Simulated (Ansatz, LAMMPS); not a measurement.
# An extra electron or hole in amorphous 35La2O3-65GeO2 (mol %) (96 atoms), part 2 of 4

Does an extra electron or hole in amorphous 35La2O3-65GeO2 (mol %) (96 atoms) stay spread out, or do the atoms trap it?

Ansatz 0.2.0; Kohn-Sham DFT, revPBE, PAW (set soft_1), plane waves.

The cell: 18 La, 17 Ge and 61 O. The quench rate of 50 K/ps far exceeds what a furnace or splat quench reaches. The network of bonds at the start is that of the classical potential that made the cell. The Brillouin zone is sampled at Γ only, in a cell whose shortest periodic width is 12 Å. No spin–orbit coupling is included.

So far. Step 2 (Single point at the start): The r.m.s. force at the start is 0.71 eV/Å. Step 3 (Relaxation): The relaxation converged after 14 steps, 5.64 eV below its start, with a largest force component of 0.030 eV/Å.

### 4. Single point at the relaxed geometry

The electronic structure is read at the final geometry, in a run of its own.

input.yaml reads:

```yaml
crystal:
  lattice:
    - [11.52624, 0.0, 0.0]
    - [0.0, 11.52624, 0.0]
    - [0.0, 0.0, 11.52624]
  atoms:
    - { symbol: La, position: [0.13288, 0.3336, 0.31749] }
    - { symbol: La, position: [0.76518, 0.94655, 0.49124] }
    - { symbol: La, position: [0.21047, 0.62261, 0.66799] }
    - { symbol: La, position: [0.61303, 0.51985, 0.8906] }
    - { symbol: La, position: [0.0703, 0.6709, 0.3602] }
    - { symbol: La, position: [0.60279, 0.96166, 0.19113] }
    [... 84 atom lines left out ...]
    - { symbol: O, position: [0.1391, 0.45564, 0.51965] }
    - { symbol: O, position: [0.2545, 0.94099, 0.98389] }
    - { symbol: O, position: [0.3515, 0.6305, 0.82027] }
    - { symbol: O, position: [0.58812, 0.92821, 0.99132] }
    - { symbol: O, position: [0.27512, 0.62025, 0.3919] }
    - { symbol: O, position: [0.83746, 0.45352, 0.82656] }
kpoints:
  mp_grid: { grid: [1, 1, 1] }
hamiltonian:
  xc: revpbe
  pseudopotentials: { kind: paw, azcp: { folder: soft_1 } }
scf:
  occupations: { method: fixed }
output:
  forces: true
  stress: true
  populations: true
  dos:
    method: { smearing: { sigma: 0.15 } }
    de: 0.1
    projected: { site_lists: { Ge: [Ge], La: [La], O: [O] } }
  eigenvalues: true
  write_density: true
  write_potential: true
  volumetric_format: npy
  elf: true
```

On the command line:

```sh
$ ansatz run input.yaml --threads 4 --pin off --max-ram 8192MiB --backend cpu --events-out ev --progress --plain --runs-dir out
```

Numbers of over 12 decimals in the logs are rounded to 6 here.

Output:

```text
La: projections on atomic orbitals take those of the free atom [Kr 4d10] 4f0 5s2 5p6 5d1 6s2, of charge +0.00 (hamiltonian.pseudopotentials.projection_atoms); the dataset's partial waves leave at most 1.9e-5 of an orbital's norm unspanned inside its sphere
[...]
Crystal: 96 atoms, lattice volume = 1531.309 Å³
Basis set: ecut = 420 eV, 29855 PW (Γ), exchange–correlation on 160×160×160 points (8 copies of the dense FFT grid, shifted against one another)
Bands: 497, of which v1, the nominal top of the filled ones, is band 401 counted from 1 (400 counted from 0)
Symmetry: 1 space group operations
[...]
k-points: 1
[...]
SCF iter   1: F=—  HF=-220591.677810 eV  |F-HF|=—  |Δ(HF+E_count)|=         —  Δρ=4.41e-1  dr2=8.36e3  ethr=3.10e-3  ⟨swp⟩=4.0  Hψ=1659  notcnv=0  defer=78
[...]
SCF iter  24: F=-220490.331166 eV  HF=-220490.331166 eV  |F-HF|=2.07e-8  |Δ(HF+E_count)|=   9.99e-8  Δρ=1.22e-6  dr2=3.46e-8  ethr=1.25e-11  ⟨swp⟩=29.0  Hψ=6229  notcnv=0
SCF 1 converged in 24 iterations: F = -220490.331166 eV  dr2 = 3.46e-8
[...]
SCF converged after 24 iterations
Free energy (F): -220490.331166 eV
[...]
Internal energy: -220490.331166 eV  (E = F + TS)
E sigma→0 (E₀):  -220490.331166 eV
Fermi energy:    6.757065 eV
[...]
--- Forces (eV/Å), atoms counted from 1 ---
  atom   1  La     0.00650862     0.00342918    -0.00607411
  atom   2  La     0.00110359     0.00494699    -0.00017681
  atom   3  La     0.01107539     0.00881561     0.00092655
  atom   4  La     0.00106708     0.00575847    -0.00838192
  atom   5  La     0.00433147    -0.00185626    -0.00312232
  atom   6  La     0.00900787     0.00215635    -0.00717085
  atom   7  La     0.00203611     0.00196559     0.00593118
  atom   8  La     0.00783840    -0.00189622    -0.00409031
  atom   9  La    -0.00121157    -0.00453939    -0.00713012
  atom  10  La     0.00417940     0.00717035    -0.00093422
  atom  11  La    -0.02956146    -0.00131517    -0.00214599
  atom  12  La    -0.00209844     0.00759470     0.02328613
  atom  13  La    -0.00550051     0.00197910    -0.00835784
  atom  14  La     0.00190658     0.00102287     0.00355855
[...]
atom  95  O      0.00213681    -0.00516937     0.00055340
  atom  96  O      0.00042565     0.00620479    -0.00052505
  max |Σ_I F_I| component: 8.86e-5 eV/Å
--- Stress (GPa, compression-positive) ---
       -1.729078       0.477860       0.426424
        0.477860       0.403285       0.362977
        0.426424       0.362977       0.192007
  P = ⅓ Tr σ = -0.3779 GPa (-3.779 kbar)
--- Band table (eV) ---
[...]
--- Löwdin populations: 96 sites ---
  site symbol       q [e]
     0     La      9.8981
     1     La      9.9369
     2     La      9.8864
[...]
95      O      6.6818
  spilling = 0.004324 (of n_electrons = 802.000000)
```

It took 65 s on 4 threads of Intel Xeon Platinum 8488C (Sapphire Rapids), shared host; peak memory 2.5 GiB; 4 min of CPU time.

Numbers from this run:

```yaml
free_energy: -220490.3312 eV
free_energy_per_atom: -2296.7743 eV/atom
scf_cycles: 24
pressure: -0.3779 GPa
r_m_s_force_component: 0.00569 eV/Å
longest_force: 0.02967 eV/Å
fermi_energy: 6.757 eV
spacing_of_highest_filled_and_lowest_empty_level: 2.753 eV
spilling_of_the_projection: 0.004324
```

Löwdin charges by element and coordination (they lack the spilled electrons, 0.036 e an atom on average):

```csv
element,coordination,atoms,mean charge (e),spread,least,most
Ge,all,17,1.40,0.0259,1.36,1.45
Ge,4,12,1.41,0.0276,1.36,1.45
Ge,5,5,1.39,0.014,1.37,1.41
La,all,18,1.06,0.0498,0.981,1.15
La,6,8,1.04,0.0556,0.981,1.15
La,7,7,1.07,0.0404,1.02,1.14
La,8,3,1.09,0.0333,1.04,1.11
O,all,61,-0.646,0.053,-0.715,-0.473
O,2,7,-0.682,0.0183,-0.715,-0.656
O,3,36,-0.658,0.0442,-0.707,-0.473
O,4,18,-0.609,0.0579,-0.701,-0.506
```

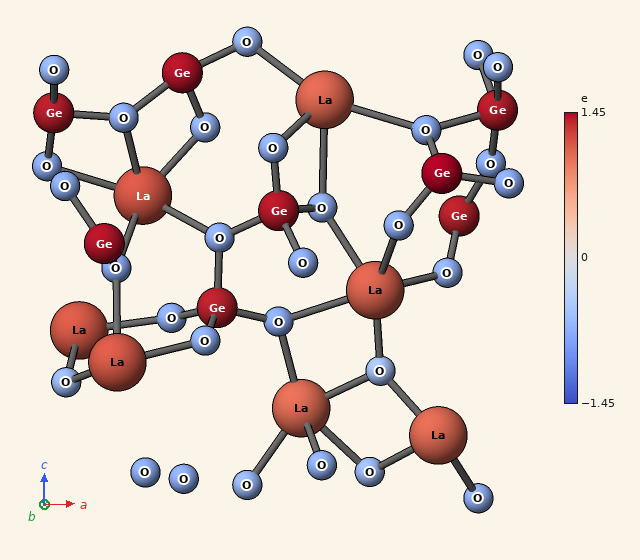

Atoms coloured by Löwdin charge. Drawn is a slice 4 Å thick, seen along the normal of the ac plane. Bonds to atoms that aren't drawn are left out.

States in the cell by windows of 1 eV, zero at the Fermi level; the larger projections on atomic orbitals stand beside the total:

```csv
from (eV),to (eV),total,O p,La d,La p
-14,-13,73.5,3.1,0.4,64.5
-13,-12,16.7,0.4,0.3,11.5
-12,-11,4.4,0.1,0.1,2.8
-11,-9,0.0,0.0,0.0,0.0
-9,-8,9.5,4.7,0.1,0.1
-8,-7,8.9,4.6,0.1,0.1
-7,-6,12.0,6.3,0.2,0.1
-6,-5,10.6,6.9,0.2,0.1
-5,-4,29.5,20.9,1.2,0.2
-4,-3,42.5,32.0,2.2,0.4
-3,-2,63.4,52.7,5.0,0.5
-2,-1,109.3,94.6,8.0,1.3
-1,0,78.6,69.7,3.2,1.5
0,1,1.7,1.5,0.0,0.0
1,2,0.0,0.0,0.0,0.0
2,3,2.0,0.4,0.1,0.0
3,4,10.4,1.6,0.7,0.0
```

With fixed occupations the program's Fermi level is the highest filled level; weight inside the gap is the broadening of levels at its edges.

Between -26 and -14 eV lie 305 more states.

The stored curve holds about 766 of the 802 electrons; the rest, give or take the few that broadening carries across the Fermi level, lie in deeper levels below its range.

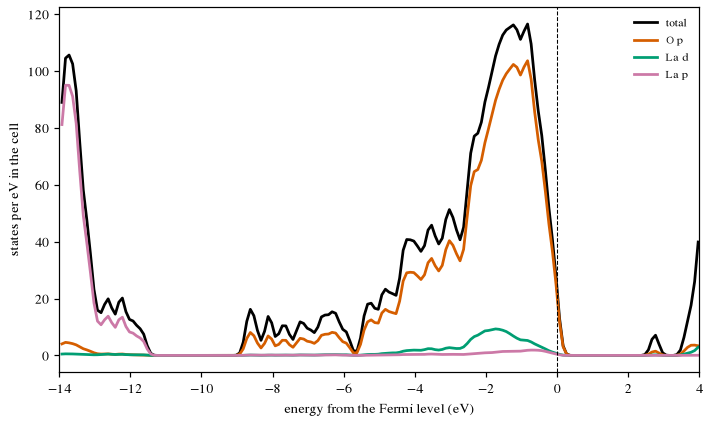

Total and projected density of states, with the broadening of the input.

The levels nearest the highest filled one (over half full), pooled over k-points and spins:

```csv
level less the highest filled one (eV),occupation
-0.234,2
-0.192,2
-0.15,2
-0.107,2
-0.0444,2
0,2
2.75,0
3.66,0
3.81,0
3.89,0
3.97,0
4.03,0
```

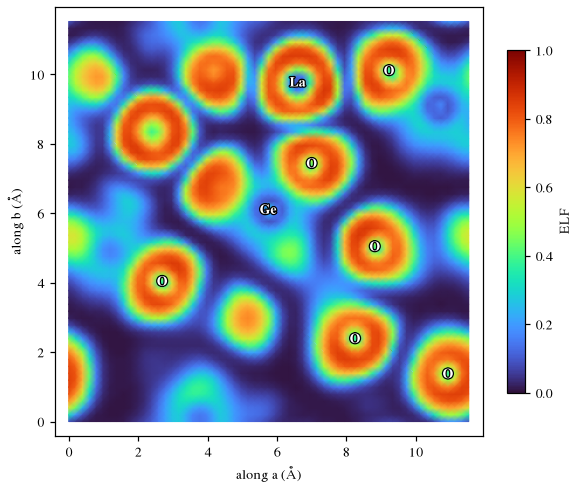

ELF in the ab plane at fractional z = 0.633, with atoms of La and Ge and O within 0.2 Å of it. It is the smooth field of the valence electrons, not physical close to the nuclei. The map starts off the cell's origin, so that atoms lie inside it.

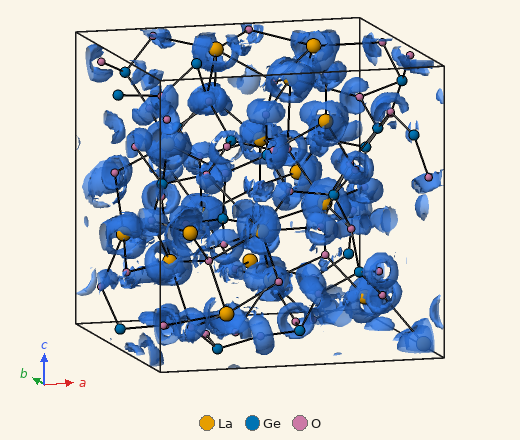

Surface of ELF = 0.82. Bonds to atoms that aren't drawn are left out.

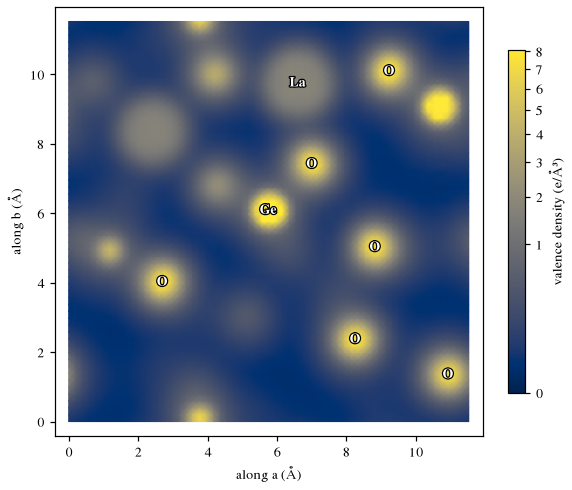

Valence density in the ab plane at fractional z = 0.633, with atoms of La and Ge and O within 0.2 Å of it. It is the smooth field of the valence electrons, not physical close to the nuclei. The map starts off the cell's origin, so that atoms lie inside it. The colour scale is stretched toward low values.

The highest filled and lowest empty levels differ by 2.75 eV (at Γ alone); a semilocal functional tends to put such gaps too low. In a disordered cell it changes from sample to sample, and tail or defect levels can set it. Mean Löwdin charges: Ge +1.40, La +1.06, O -0.65 e (they miss 0.43 % of the electrons, so they add up to more than the cell's charge).

### 5. An extra electron, atoms held

The electron count changes by one with the atoms held: a vertical process, on a uniform background, with spin and a narrow Fermi–Dirac smearing. Its energy against the neutral cell hangs on the program's zero of potential.

input.yaml reads:

```yaml
crystal:
  lattice:
    - [11.52624, 0.0, 0.0]
    - [0.0, 11.52624, 0.0]
    - [0.0, 0.0, 11.52624]
  atoms:
    [... the 96 atom lines of step 4 ...]
total_charge: -1
kpoints:
  mp_grid: { grid: [1, 1, 1] }
hamiltonian:
  xc: revpbe
  pseudopotentials: { kind: paw, azcp: { folder: soft_1 } }
scf:
  occupations: { method: fermi_dirac, width: 0.01 }
  lower_state_search: "off"
output:
  forces: true
  stress: true
  populations: true
  dos:
    method: { smearing: { sigma: 0.15 } }
    de: 0.1
    projected: { site_lists: { Ge: [Ge], La: [La], O: [O] } }
  eigenvalues: true
  write_density: true
  write_potential: true
  volumetric_format: npy
magnetization:
  spin_polarized: true
  initial_magnetization: 1
```

Output:

```text
[...]
Crystal: 96 atoms, lattice volume = 1531.309 Å³
Basis set: ecut = 420 eV, 29855 PW (Γ), exchange–correlation on 160×160×160 points (8 copies of the dense FFT grid, shifted against one another)
Bands: 498, of which v1, the nominal top of the filled ones, is band 402 counted from 1 (401 counted from 0)
Symmetry: 1 space group operations
[...]
k-points: 1
[...]
Starting moments: Σ|m| = 1 μB on 96 of 96 sites
[...]
SCF iter   1: F=—  HF=-220591.952598 eV  |F-HF|=—  |Δ(HF+E_count)|=         —  Δρ=2.35e-1 (↑2.35e-1 ↓2.33e-1)  dr2=9.35e3  dr2_m=9.58e-2  M=1.000 μB ∫|m|=1.037 μB  β_m=1.00  ethr=3.10e-3  ⟨swp⟩=6.0  Hψ=3683  notcnv=0  defer=3
[...]
spin=Collinear: Kerker preconditioning applied to the charge; magnetization (m = ρ↑ − ρ↓) channel mixes plain (no charge-response kernel on spin).
SCF iter   2: F=—  HF=-220625.119585 eV  |F-HF|=—  |Δ(HF+E_count)|=         —  Δρ=7.57e-2 (↑7.57e-2 ↓7.55e-2)  dr2=3.65e2  dr2_m=2.30e-2  M=0.066 μB ∫|m|=0.202 μB  β_m=0.30  ethr=3.10e-3  ⟨swp⟩=6.0  Hψ=3692  notcnv=0  defer=110
[...]
spin=Collinear: Resta preconditioning applied to the charge; magnetization (m = ρ↑ − ρ↓) channel mixes plain (no charge-response kernel on spin).
SCF iter   3: F=—  HF=-220542.479055 eV  |F-HF|=—  |Δ(HF+E_count)|=    8.26e1  Δρ=4.55e-2 (↑4.55e-2 ↓4.52e-2)  dr2=1.44e2  dr2_m=1.12e-2  M=0.045 μB ∫|m|=0.134 μB  β_m=0.30  ethr=3.10e-3  ⟨swp⟩=8.0  Hψ=2830  notcnv=0  defer=96
SCF iter   4: F=—  HF=-220487.979524 eV  |F-HF|=—  |Δ(HF+E_count)|=    5.45e1  Δρ=2.00e-2 (↑2.00e-2 ↓1.96e-2)  dr2=2.17e1  dr2_m=5.18e-3  M=0.070 μB ∫|m|=0.110 μB  β_m=0.30  ethr=3.10e-3  ⟨swp⟩=11.0  Hψ=3682  notcnv=0  defer=74
[...]
SCF iter  26: F=—  HF=-220480.808621 eV  |F-HF|=—  |Δ(HF+E_count)|=   1.47e-4  Δρ=1.32e-4 (↑1.32e-4 ↓1.31e-4)  dr2=3.23e-7  dr2_m=2.41e-4  M=0.591 μB ∫|m|=0.654 μB  β_m=0.30  ethr=4.47e-12  ⟨swp⟩=7.0  Hψ=2798  notcnv=0  defer=180
[...]
spin-set hold released at iteration 26 (site moments' squared step at or under half its running peak, from the soft ceiling on): the magnetisation degrees of freedom join the quasi-Newton model from the next iteration; the mixer history was flushed
SCF iter  27: F=—  HF=-220480.808767 eV  |F-HF|=—  |Δ(HF+E_count)|=   1.46e-4  Δρ=1.30e-4 (↑1.30e-4 ↓1.28e-4)  dr2=5.18e-7  dr2_m=2.34e-4  M=0.624 μB ∫|m|=0.692 μB  β_m=0.04  ethr=4.47e-12  ⟨swp⟩=7.0  Hψ=2798  notcnv=0  defer=180
SCF iter  28: F=—  HF=-220480.809220 eV  |F-HF|=—  |Δ(HF+E_count)|=   4.53e-4  Δρ=1.09e-4 (↑1.09e-4 ↓1.07e-4)  dr2=9.44e-7  dr2_m=1.63e-4  M=0.721 μB ∫|m|=0.804 μB  β_m=0.11  ethr=4.47e-12  ⟨swp⟩=8.5  Hψ=3661  notcnv=0  defer=180
[...]
SCF iter  35: F=-220480.809712 eV  HF=-220480.809712 eV  |F-HF|=3.17e-9  |Δ(HF+E_count)|=   1.01e-7  Δρ=4.58e-7 (↑4.52e-7 ↓4.58e-7)  dr2=4.42e-10  dr2_m=2.81e-9  M=0.858 μB ∫|m|=0.976 μB  β_m=0.90  ethr=1.00e-12  ⟨swp⟩=5.5  Hψ=6210  notcnv=0
SCF iter  36: F=-220480.809712 eV  HF=-220480.809712 eV  |F-HF|=2.91e-10  |Δ(HF+E_count)|=   6.20e-9  Δρ=1.16e-7 (↑1.16e-7 ↓1.11e-7)  dr2=5.95e-10  dr2_m=2.90e-11  M=0.858 μB ∫|m|=0.977 μB  ethr=1.00e-12  ⟨swp⟩=6.0  Hψ=5955  notcnv=0
SCF 1 converged in 36 iterations: F = -220480.809712 eV  dr2 = 5.95e-10
[...]
SCF converged after 36 iterations
Magnetization: 0.8583 μB (401.9291 up, 401.0709 down)
Absolute magnetization: 0.9365 μB (∫|ρ↑−ρ↓|, with the PAW one-centre terms)
[...]
Per-site moments (μB) at R_I (Å): [(0.00139729, 0.965454), (0.00266892, 0.933497), (0.0011207, 0.987544), (0.00163981, 0.974396), (0.00147792, 0.973955), [...]
Free energy (F): -220480.809712 eV
[...]
Internal energy: -220480.804595 eV  (E = F + TS)
E sigma→0 (E₀):  -220480.807154 eV
Entropy (-TS):   -0.005117 eV (-0.053 meV/atom)
Fermi energy:    9.560320 eV
[...]
Σ components = -220480.809712   (vs F -220480.809712, Δ=0.00e0)
--- Forces (eV/Å), atoms counted from 1 ---
  atom   1  La    -0.03323701    -0.02170616    -0.02628670
  atom   2  La     0.03661671     0.05993902     0.07271130
  atom   3  La    -0.07694154    -0.04602793     0.14508269
  atom   4  La     0.04379051    -0.06977206    -0.04797964
[...]
atom  96  O     -0.25432564     0.15299638     0.11315687
  max |Σ_I F_I| component: 9.36e-6 eV/Å
--- Stress (GPa, compression-positive) ---
       -1.440481       0.458496       0.475558
        0.458496       0.600342       0.288489
        0.475558       0.288489       0.443092
  P = ⅓ Tr σ = -0.1323 GPa (-1.323 kbar)
--- Band table (eV) ---
[...]
--- Löwdin populations: 96 sites ---
  site symbol       q [e]    m [muB]
     0     La      9.9262     0.0192
     1     La      9.9645     0.0194
     2     La      9.9127     0.0143
[...]
95      O      6.6914     0.0177
  spilling = 0.004337 (of n_electrons = 803.000000)
```

Elapsed: 2.4 min, on 4 threads; peak memory 4.1 GiB; 9.4 min of CPU time.

An extra electron, atoms held: the energy stands 9.52 eV above that of the reference, with a moment of 0.86 μB.

The levels nearest the highest filled one (over half full), pooled over k-points and spins:

```csv
level less the highest filled one (eV),occupation
-2.85,1
-2.78,1
-2.77,1
0,0.929
0.0515,0.071
0.937,0
0.982,0
1.08,0
```

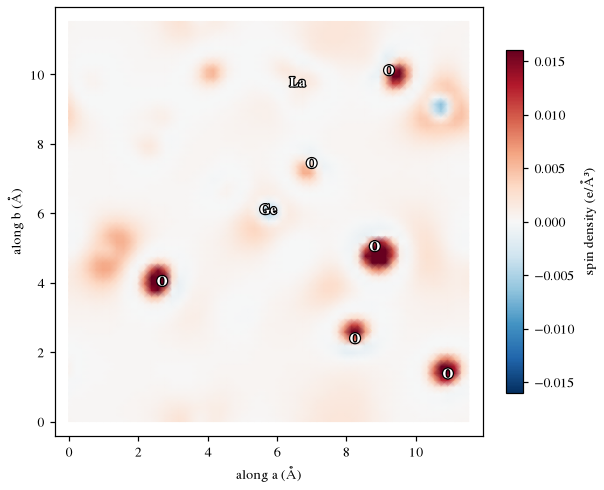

Spin density in the ab plane at fractional z = 0.633, with atoms of La and Ge and O within 0.2 Å of it. The map starts off the cell's origin, so that atoms lie inside it.

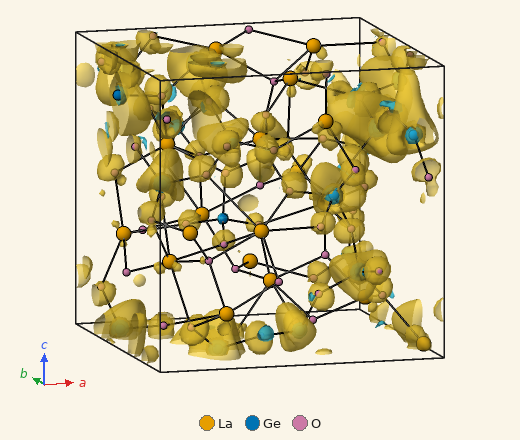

Surfaces of spin density = ±0.0018 e/Å³, which hold about 50 % of the integral of its size. The two colours are the two signs. Bonds to atoms that aren't drawn are left out.

[end of part 2 of 4]

[Logs are printed without paths, hosts, clocks, repeated set-up lines and the standing remarks that a program may print on its own settings, such as how far it seeks lower states.]

[Hosts, paths, dates, database ids (printed as entryN), source tags and the programs' standing remarks are cut or masked in the printed files.]
